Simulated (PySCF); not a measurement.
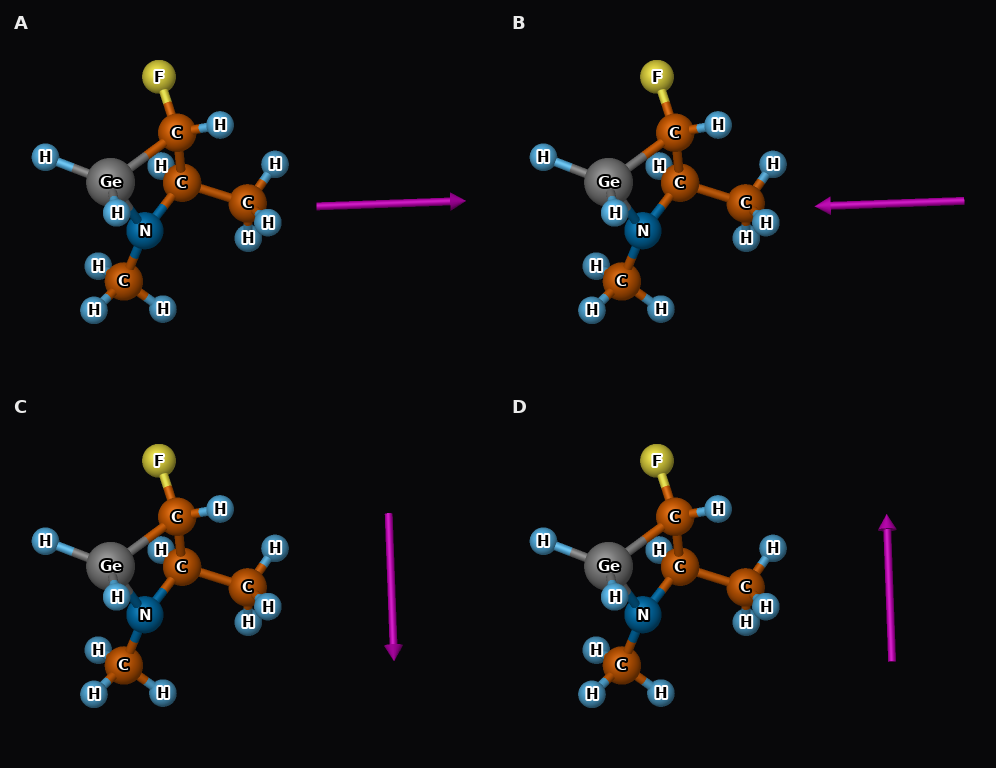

The same molecule four times, each with an arrow. Computed geometry: GFN2-xTB optimisation. No frequency run is at hand to confirm it as a minimum. Properties computed with CAM-B3LYP/def2-SVPD, gas phase (PySCF 2.14.0).

**Which arrow points along the dipole moment, from the negative to the positive end?**

C. The dipole moment is 1.46 D.

The geometry is semi-empirical. Around Ge such bond lengths and angles can be off by a tenth of an ångström or more and by several degrees, and values that hang on the shape move with them.
